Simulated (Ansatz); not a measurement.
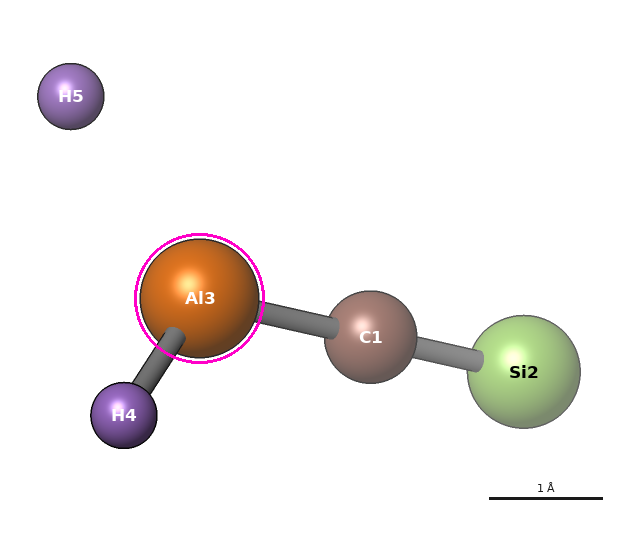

Simulated data, not a measurement (program: Ansatz).

Orthographic view. Atoms fade into the background with distance from the viewer. State: charge −1, singlet. Geometry: moved along internal coordinates away from the minimum.

Name the neighbours of the circled atom.

The circled atom is Al3; it is bonded to C1, H4.

Which atom is nearest the viewer?

H4, 1.5 Å in front of the mean position.

Which two atoms are farthest apart in space?

Si2 and H5, 5.05 Å.

Which atom is farthest from the viewer?

Si2, 1.5 Å behind the mean position.
